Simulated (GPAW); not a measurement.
## Solvation calculation of AlH$_{2}$O (part 1 of 2)

System: AlH$_{2}$O, multiplicity 2.
Method: PBEsol/real-space grid, UKS, scalar-relativistic datasets, Held-Walter continuum solvent water (GPAW 26.7.0).

The geometry comes from this level: PBE0-D4/def2-TZVP. Figures and captions count atoms from 1; the log counts them from 0 in places.

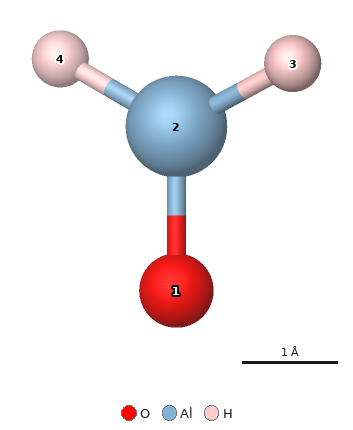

The input geometry (ball-and-stick view, seen at a tilt; atoms are numbered from 1 in the order of the input). Sticks mark near contacts.

## Summary

| quantity | value |
| --- | --- |
| outcome | converged |
| energy relative to the program's reference atoms | −15.6163 eV |
| dipole moment | 4.04 D |
| hardware | 1 thread of Arm Neoverse V1, 24 GiB of memory available, shared host |
| wall time | 2.2 min |
| peak memory | 1 GiB |

## Remarks

Further notes kept with the run: datasets made with stock radii, not tested.

## Input file (run.py)
```python
import numpy as np
from ase.io import read
from ase.units import Debye, Pascal, kcal, m, mol
from gpaw import GPAW, setup_paths
from gpaw.atom.configurations import parameters
from gpaw.atom.generator import Generator
from gpaw.solvation import EffectivePotentialCavity, GradientSurface, LinearDielectric, Power12Potential, SolvationGPAW, SurfaceInteraction

system = read("run.xyz")
system.center(vacuum=4.5)
system.set_initial_magnetic_moments([0.5, 0.5, 0.0, 0.0])

for symbol in ["Al", "H", "O"]:
    Generator(symbol, xcname="PBEsol", scalarrel=True, nofiles=True, txt=None).run(**parameters[symbol])
setup_paths.insert(0, ".")

calc = GPAW(mode="fd",
            h=0.18,
            xc="PBEsol",
            occupations={"name": "fermi-dirac", "width": 0.0, "fixmagmom": True},
            maxiter=150,
            symmetry="off",
            legacy_gpaw=True,
            txt="-")
system.calc = calc
e_gas = system.get_potential_energy()
mu_gas = np.linalg.norm(system.get_dipole_moment()) / Debye

solvent = dict(cavity=EffectivePotentialCavity(effective_potential=Power12Potential(atomic_radii={"H": 1.09}, u0=0.18),
                                               temperature=298.15, surface_calculator=GradientSurface()),
               dielectric=LinearDielectric(epsinf=78.36),
               interactions=[SurfaceInteraction(surface_tension=18.4e-3 * Pascal * m)])
calc = SolvationGPAW(mode="fd",
                     maxiter=150,
                     h=0.18,
                     symmetry="off",
                     xc="PBEsol",
                     occupations={"name": "fermi-dirac", "width": 0.0, "fixmagmom": True},
                     txt="-",
                     **solvent)
system.calc = calc
e_sol = system.get_potential_energy()
mu_sol = np.linalg.norm(system.get_dipole_moment()) / Debye
dg = (e_sol - e_gas) / (kcal / mol)
print(f"Solvation free energy = {dg:.2f} kcal/mol")
print(f'Dipole {mu_gas:.3f} D in gas, {mu_sol:.3f} D in solution')
```

## File run.xyz
```
4

O      0.062600    -0.856300     1.401400
Al     0.011300     0.029900    -0.080400
H     -1.149600    -0.360800    -1.076000
H      1.131100     1.126800    -0.265300
```

Command:
```bash
OMP_NUM_THREADS=1 python run.py
```

## Output
```
___ ___ ___ _ _ _
 |   |   |_  | | | |
 | | | | | . | | | |
 |__ |  _|___|_____|  26.7.0
 |___|_|

units:  Angstrom and eV
cores:  1
OpenMP: False

Versions:
  Python: 3.12.14
  ASE:    3.29.0
  Numpy:  2.5.5
  Scipy:  1.18.1
  Libxc:  7.0.0

        _gpaw.cpython-312-aarch64-linux-gnu.so

Input parameters:
  h: 0.18
  maxiter: 150
  mode: fd
  occupations: {fixmagmom: True,
                name: fermi-dirac,
                width: 0.0}
  symmetry: off
  xc: PBEsol

System changes: positions, numbers, cell, pbc, initial_charges, initial_magmoms

Initialize ...

species:
  O:
    name:    Oxygen
    Z:       8.0
    valence: 6
    core:    2
    charge:  0.0  # [|e|]
    file:    O.PBEsol
    compensation charges:
      type: gauss
      rc: 0.21  # [Å]
      lmax: 2
    cutoffs:
      filter: 1.17  # [Å]
      core: 0.83  # [Å]
    projectors
    | kind |    occ | energy [eV] | rcut [Å] |
    |------|--------|-------------|----------|
    |   2s |  2.000 |     -23.808 |    0.688 |
    |   2p |  4.000 |      -8.972 |    0.598 |
    |    s |        |       3.404 |    0.688 |
    |    p |        |      18.239 |    0.598 |
    |    d |        |       0.000 |    0.619 |

    Using partial waves for O as LCAO basis

  Al:
    name:    Aluminium
    Z:       13.0
    valence: 3
    core:    10
    charge:  0.0  # [|e|]
    file:    Al.PBEsol
    compensation charges:
      type: gauss
      rc: 0.34  # [Å]
      lmax: 2
    cutoffs:
      filter: 1.91  # [Å]
      core: 2.36  # [Å]
    projectors
    | kind |    occ | energy [eV] | rcut [Å] |
    |------|--------|-------------|----------|
    |   3s |  2.000 |      -7.715 |    1.085 |
    |   3p |  1.000 |      -2.689 |    1.085 |
    |    s |        |      19.497 |    1.085 |
    |    p |        |      24.522 |    1.085 |
    |    d |        |       0.000 |    1.085 |

    Using partial waves for Al as LCAO basis

  H:
    name:    Hydrogen
    Z:       1.0
    valence: 1
    core:    0
    charge:  0.0  # [|e|]
    file:    H.PBEsol
    compensation charges:
      type: gauss
      rc: 0.15  # [Å]
      lmax: 2
    cutoffs:
      filter: 0.85  # [Å]
      core: 0.53  # [Å]
    projectors
    | kind |    occ | energy [eV] | rcut [Å] |
    |------|--------|-------------|----------|
    |   1s |  1.000 |      -6.334 |    0.476 |
    |    s |        |      20.878 |    0.476 |
    |    p |        |       0.000 |    0.476 |

    Using partial waves for H as LCAO basis

Reference energy: -8648.583489  # eV

Spin-polarized calculation.
Initial magnetic moment: 1.000000

Convergence criteria:
 Maximum [total energy] change in last 3 cyles: 0.0005 eV / valence electron
 Maximum integral of absolute [dens]ity change: 0.0001 electrons / valence electron
 Maximum integral of absolute [eigenst]ate change: 4e-08 eV^2 / valence electron
 Maximum number of scf [iter]ations: 150
 (Square brackets indicate name in SCF output, whereas a 'c' in
 the SCF output indicates the quantity has converged.)

Symmetries present (total): 1

  ( 1  0  0)
  ( 0  1  0)
  ( 0  0  1)

1 k-point (Gamma)
1 k-point in the irreducible part of the Brillouin zone
       k-points in crystal coordinates                weights
   0:     0.00000000    0.00000000    0.00000000          1/1

Wave functions: Uniform real-space grid
  Kinetic energy operator: 6*3+1=19 point O(h^6) finite-difference Laplacian
  ScaLapack parameters: grid=1x1, blocksize=None
  Wavefunction extrapolation:
    Improved wavefunction reuse through dual PAW basis

Occupation numbers: Fixed magnetic moment: 1.000
# Zero width

Eigensolver
   Davidson(niter=2)

Densities:
  Coarse grid: 64*60*64 grid
  Fine grid: 128*120*128 grid
  Total Charge: 0.000000

Density mixing:
  Method: fullspin
  Backend: msr1
  Linear mixing parameter: 0.05
  old densities: 10
  Width of damping distribution: 1.1
  Damping of long wavelength oscillations: 1  # (no daming)

Hamiltonian:
  XC and Coulomb potentials evaluated on a 128*120*128 grid
  Using the PBEsol Exchange-Correlation functional
  Interpolation: tri-quintic (5. degree polynomial)
  Poisson solver: FastPoissonSolver using
    Stencil: 6*3+1=19 point O(h^6) finite-difference Laplacian
    FFT axes: []
    FST axes: [np.int64(1), np.int64(0), np.int64(2)]

XC parameters: PBEsol with 2 nearest neighbor stencil

Memory estimate:
  Process memory now: 313.50 MiB
  Calculator: 216.65 MiB
    Density: 105.53 MiB
      Arrays: 63.93 MiB
      Localized functions: 5.86 MiB
      Mixer: 35.73 MiB
    Hamiltonian: 47.93 MiB
      Arrays: 47.50 MiB
      XC: 0.00 MiB
      Poisson: 0.00 MiB
      vbar: 0.43 MiB
    Wavefunctions: 63.19 MiB
      Arrays psit_nG: 35.73 MiB
      Eigensolver: 26.81 MiB
      Projections: 0.01 MiB
      Projectors: 0.64 MiB

Total number of cores used: 1

Number of atoms: 4
Number of atomic orbitals: 10
Number of bands in calculation: 10
Number of valence electrons: 11
Bands to converge: occupied

... initialized

Initializing position-dependent things.

Density initialized from atomic densities
Creating initial wave functions:
  10 bands from LCAO basis set

        .---------------------------.
       /|                           |
      / |                           |
     /  |                           |
    /   |                           |
   /    |                           |
  /     |                           |
 *      |                           |
 |      |                           |
 |      |                           |
 |      |         O   H             |
 |      |         Al                |
 |      |      H                    |
 |      |                           |
 |      .---------------------------.
 |     /                           /
 |    /                           /
 |   /                           /
 |  /                           /
 | /                           /
 |/                           /
 *---------------------------*

Atomic positions and initial magnetic moments

Positions:
   0 O      5.712200    4.500000    6.977400    ( 0.0000,  0.0000,  0.5000)
   1 Al     5.660900    5.386200    5.495600    ( 0.0000,  0.0000,  0.5000)
   2 H      4.500000    4.995500    4.500000    ( 0.0000,  0.0000,  0.0000)
   3 H      6.780700    6.483100    5.310700    ( 0.0000,  0.0000,  0.0000)

Unit cell:
           periodic     x           y           z      points  spacing
  1. axis:    no    11.280700    0.000000    0.000000    64     0.1763
  2. axis:    no     0.000000   10.983100    0.000000    60     0.1831
  3. axis:    no     0.000000    0.000000   11.477400    64     0.1793

  Lengths:  11.280700  10.983100  11.477400
  Angles:   90.000000  90.000000  90.000000

Effective grid spacing dv^(1/3) = 0.1795

iter:   1 00:00:03   -16.768183                   +0.9792
iter:   2 00:00:05   -16.175428   +0.19  -0.61    +0.9803
iter:   3 00:00:07   -15.464751   +0.26  -0.64    +0.9845
iter:   4 00:00:09   -15.377776   +0.25  -0.74    +0.9935
iter:   5 00:00:11   -15.202237   -0.37  -1.06    +0.9976
iter:   6 00:00:13   -15.203303   -0.78  -1.33    +0.9999
iter:   7 00:00:15   -15.218878   -1.32  -1.53    +0.9998
iter:   8 00:00:17   -15.204838   -1.39  -1.75    +1.0001
iter:   9 00:00:19   -15.204067   -1.53  -2.00    +0.9999
iter:  10 00:00:21   -15.204089c  -2.36  -2.61    +1.0000
iter:  11 00:00:23   -15.204153c  -2.53  -2.58    +1.0000
iter:  12 00:00:25   -15.204162c  -3.27  -3.17    +1.0000
iter:  13 00:00:27   -15.204166c  -3.92  -3.52    +1.0000
iter:  14 00:00:29   -15.204167c  -4.47  -4.12c   +1.0000
iter:  15 00:00:31   -15.204167c  -5.26  -4.36c   +1.0000
iter:  16 00:00:33   -15.204167c  -5.77  -4.81c   +1.0000
iter:  17 00:00:36   -15.204167c  -6.21  -4.89c   +1.0000
iter:  18 00:00:38   -15.204167c  -6.58  -4.80c   +1.0000
iter:  19 00:00:40   -15.204167c  -7.09  -5.52c   +1.0000
iter:  20 00:00:42   -15.204167c  -7.61c -5.70c   +1.0000

Converged after 20 iterations.

Dipole moment: (-0.014507, 0.251126, -0.419979) |e|*Ang

Total magnetic moment: (0.000000, 0.000000, 1.000000)
Local magnetic moments:
   0 O  ( 0.000000,  0.000000,  0.481047)
   1 Al ( 0.000000,  0.000000, -0.006176)
   2 H  ( 0.000000,  0.000000,  0.026677)
   3 H  ( 0.000000,  0.000000,  0.026624)

Energy contributions relative to reference atoms: (reference = -8648.583489)

Kinetic:        +20.755036
Potential:      -21.441472
External:        +0.000000
XC:             -14.981132
Entropy (-ST):   +0.000000
Local:           +0.463401
SIC:             +0.000000
--------------------------
Free energy:    -15.204167
Extrapolated:   -15.204167

Spin contamination: 0.057038 electrons
                   Up                     Down
 Band  Eigenvalues  Occupancy  Eigenvalues  Occupancy
    0    -23.21262    1.00000    -21.83538    1.00000
    1    -10.54831    1.00000    -10.31530    1.00000
    2     -9.28252    1.00000     -8.09065    1.00000
    3     -8.28284    1.00000     -7.73975    1.00000
    4     -7.79019    1.00000     -7.18950    1.00000
    5     -7.77186    1.00000     -6.15580    0.00000
    6     -2.13476    0.00000     -2.12428    0.00000
    7     -0.66114    0.00000     -0.58417    0.00000
    8     -0.37506    0.00000     -0.31844    0.00000
    9      1.35316    0.00000      1.51531    0.00000

Fermi levels: -4.14528, -6.67265

  ___ ___ ___ _ _ _
 |   |   |_  | | | |
 | | | | | . | | | |
 |__ |  _|___|_____|  26.7.0
 |___|_|

units:  Angstrom and eV
cores:  1
OpenMP: False

Versions:
  Python: 3.12.14
  ASE:    3.29.0
  Numpy:  2.5.5
  Scipy:  1.18.1
  Libxc:  7.0.0

        _gpaw.cpython-312-aarch64-linux-gnu.so

Input parameters:
  h: 0.18
  maxiter: 150
  mode: fd
  occupations: {fixmagmom: True,
                name: fermi-dirac,
                width: 0.0}
  symmetry: off
  xc: PBEsol

Implicit solvation parameters:
Cavity:  EffectivePotentialCavity
  Surface Calculator: GradientSurface with 3 nn
  Volume Calculator: None
  EffectivePotentialCavity
    Potential: Power12Potential
      u0: 0.18eV
      pbc_cutoff: 1e-06
      tiny: 1e-10
    temperature: 298.15K
Dielectric:
  Type: LinearDielectric
  Solvent dielectric constant: 78.36
Interaction: SurfaceInteraction
  subscript: surf
  Surface_tension: 0.0011484376791625194 eV/(Angstrom^2)

Timing:                              incl.     excl.
```
